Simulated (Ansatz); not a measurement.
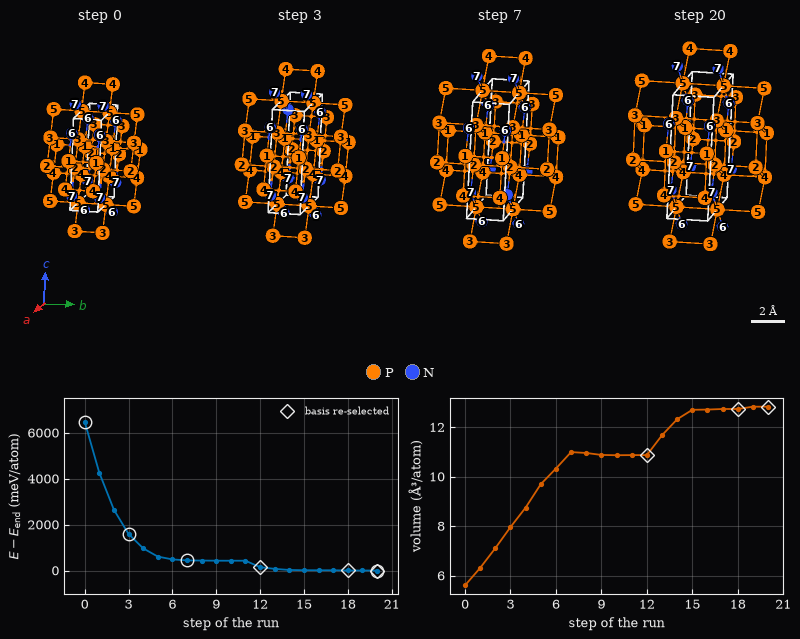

Frames of a relaxation of a crystal of P$_{5}$N$_{2}$ (a generated structure, set up in P2/m) (coarse preliminary run), marked on the history of the run. The picture is a ball-and-stick view of the cell of the calculation, seen slightly off an axis.

Method: Ansatz 0.2.0, DFT PBE, scalar-relativistic, plane waves, PAW.

Input
```yaml
crystal:
  lattice:
    - [3.95547411, 0.0, 0.0]
    - [0.0, 1.76945031, 0.0]
    - [-0.87782697, 0.0, 5.60208629]
  atoms:
    - { symbol: P, position: [0.21417101, 0.0, 0.57069598] }
    - { symbol: P, position: [0.78582899, 0.0, 0.42930402] }
    - { symbol: P, position: [0.64311902, 0.0, 0.71466796] }
    - { symbol: P, position: [0.35688098, 0.0, 0.28533204] }
    - { symbol: P, position: [0.5, 0.0, 0.0] }
    - { symbol: "N", position: [0.073487, 0.0, 0.85241501] }
    - { symbol: "N", position: [0.926513, 0.0, 0.14758499] }
basis:
  ecutwfc: 420
kpoints:
  mp_grid: { grid: [4, 10, 4] }
hamiltonian:
  xc: pbe
scf:
  occupations: { method: gaussian, width: 0.1 }
  lower_state_search: "off"
output:
  forces: true
  stress: true
  eigenvalues: true
relax:
  adjacent_minimum: "off"
  f_tol: 0.04
  max_steps: 70
  cell: { stress_tol: 0.4 }
```

Launched with:
```bash
ansatz run input.yaml --threads 1 --pin off --max-ram 2560MiB --backend cpu --events-out ev --progress --plain --runs-dir out
```

**Describe the path.**

The largest moves relative to the cell, 0.68 Å, are those of P3 and P4. P4 goes roughly along [−2 0 −1]. By element the largest moves are P 0.68 Å, N 0.65 Å. The volume changes by +128.9 %, with a 3.955 → 4.723 Å (+19.4 %), b 1.769 → 2.591 Å (+46.5 %), c 5.670 → 7.612 Å (+34.2 %), β 98.9° → 105.5°. Among the contacts that change: N6–N7 1.855 → 3.782 Å, P3–P4 2.521 → 4.276 Å, P1–P4 2.520 → 3.764 Å, P1–P3 2.499 → 3.647 Å. Bond angles that change, for instance: P3–N6–P5 178.0° → 134.6°, P5–P3–N6 91.0° → 131.2°, P1–P3–N6 178.8° → 154.4°. The space group stays P2/m (No. 10). The energy falls by 6488 meV per atom in 17 accepted moves (20 points after the start). Largest force component: 11 eV/Å at the start, 0.013 eV/Å at the end. Pressure: 552.65 GPa at the start and 0.20 GPa at the end. The SCF was repeated 3 times at an unchanged geometry on a basis and grid sized afresh for the cell, which shifted the energy by 281 meV per atom at most. Cost: 3.5 min on 1 thread of Arm Neoverse N1, with other jobs on the host, peak memory 0.4 GiB. From step 0 to 3: P atoms move most (0.14 Å), volume +42.0 %, energy −4894 meV per atom. From step 3 to 7: N atoms move most (0.47 Å), volume +38.1 %, energy −1155 meV per atom. From step 7 to 20: P atoms move most (0.17 Å), volume +16.7 %, energy −439 meV per atom.

```tsv
step	E − E(0), meV/atom	largest force component, eV/Å	pressure, GPa	volume, Å³/atom	note
0	0.00	10.8666	552.65	5.601	
1	-2223.44	7.7649	358.90	6.308	
2	-3839.11	4.9949	221.33	7.105	
3	-4894.18	2.9376	130.09	7.956	
4	-5521.61	1.4353	75.26	8.746	
5	-5880.66	0.9420	32.07	9.692	
6	-6004.46	0.8164	13.28	10.325	
7	-6049.36	0.3699	-3.28	10.989	
8	-6054.62	0.5187	-0.31	10.953	
9	-6061.25	0.0728	-0.13	10.874	
10	-6062.01	0.0494	0.09	10.862	
11	-6062.05	0.0151	0.01	10.867	
12	-6343.24	0.1226	18.02	10.867	same geometry, new basis
13	-6417.35	0.2721	7.29	11.670	
14	-6465.06	0.2233	2.75	12.316	
15	-6475.90	0.3160	1.37	12.698	
16	-6478.12	0.0578	0.23	12.707	
17	-6478.24	0.0384	0.06	12.731	
18	-6487.58	0.0385	0.69	12.731	same geometry, new basis
19	-6487.92	0.0134	0.20	12.824	
20	-6488.06	0.0135	0.20	12.824	same geometry, new basis
```

Limits of the set-up: the k-point mesh is coarse for a cell with partly filled bands.
